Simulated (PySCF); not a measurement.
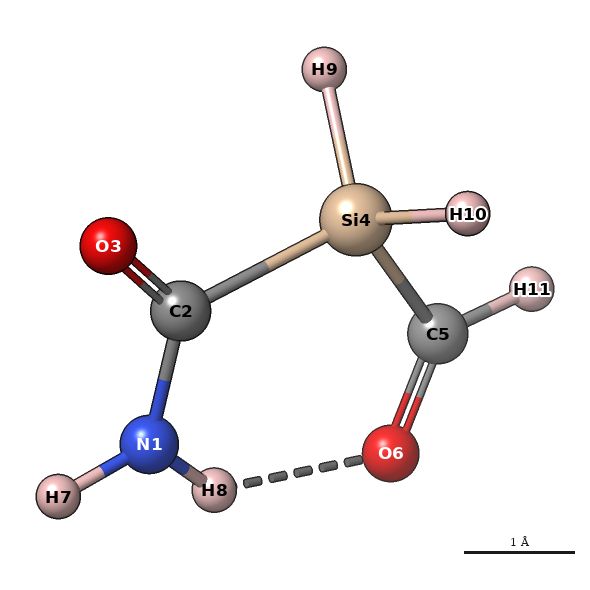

Broken lines mark hydrogen bonds. The geometry was computed by an optimisation with PBE0-D3(BJ)/def2-SVP. No frequency run is at hand to confirm it as a minimum.

Tabulate the hydrogen bonds (donors O, N, F, S, Cl) with their geometry.

```tsv
D–H···A	D–H (Å)	H···A (Å)	angle (°)	kind
N1–H8···O6	1.02	2.03	144	intramolecular
```
